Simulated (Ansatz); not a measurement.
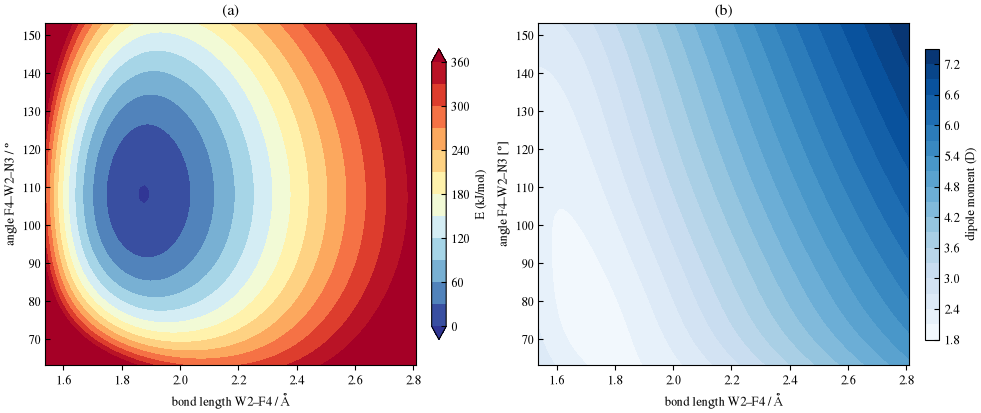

ClFH2N2W, SMILES [NH]=[W](=[NH])([F])[Cl]. 
- Coordinates scanned: (1) bond length W2–F4; (2) angle F4–W2–N3.
- Nothing is relaxed (all other coordinates rigid).
- Grid: 9 × 9 points.
- Points are written as (first, second).
- Energies are in kJ/mol, from the lowest grid point.
- The reference is spin-restricted, which grows unreliable where a bond is stretched far.
- The calculation used RKS CAM-B3LYP-D4/def2-SVP in Ansatz.

Panel (a) is the energy and panel (b) the computed dipole moment on the same grid.

The picture shows filled contours, one colour for all values above the top of the scale. Between grid points the surface is interpolated.

> How does the dipole moment vary over the map, and what is it at the lowest grid point?

Leaving out the highest fifth of the energies, it runs from 1.97 D at (1.696 Å, 74.5°) to 6.65 D at (2.652 Å, 142.0°). At the lowest grid point, (1.855 Å, 108.2°), it is 2.70 D.

| angle F4–W2–N3 ↓, bond length W2–F4 → | 1.537 | 1.696 | 1.855 | 2.014 | 2.174 | 2.333 | 2.492 | 2.652 | 2.811 |
| --- | --- | --- | --- | --- | --- | --- | --- | --- | --- |
| 153.2 | 2.60 | 2.90 | 3.52 | 4.23 | 4.95 | 5.63 | 6.28 | 6.89 | 7.44 |
| 142.0 | 2.40 | 2.67 | 3.28 | 3.99 | 4.70 | 5.39 | 6.04 | 6.65 | 7.21 |
| 130.7 | 2.28 | 2.50 | 3.09 | 3.77 | 4.48 | 5.15 | 5.79 | 6.40 | 6.97 |
| 119.5 | 2.21 | 2.36 | 2.90 | 3.57 | 4.25 | 4.91 | 5.55 | 6.16 | 6.72 |
| 108.2 | 2.18 | 2.22 | 2.70 | 3.34 | 4.01 | 4.66 | 5.29 | 5.89 | 6.45 |
| 97.0 | 2.20 | 2.09 | 2.49 | 3.10 | 3.76 | 4.40 | 5.02 | 5.61 | 6.17 |
| 85.7 | 2.26 | 2.00 | 2.29 | 2.86 | 3.49 | 4.12 | 4.73 | 5.31 | 5.85 |
| 74.5 | 2.38 | 1.97 | 2.14 | 2.62 | 3.21 | 3.81 | 4.40 | 4.96 | 5.50 |
| 63.2 | 2.65 | 2.12 | 2.05 | 2.34 | 2.81 | 3.34 | 3.90 | 4.47 | 5.02 |
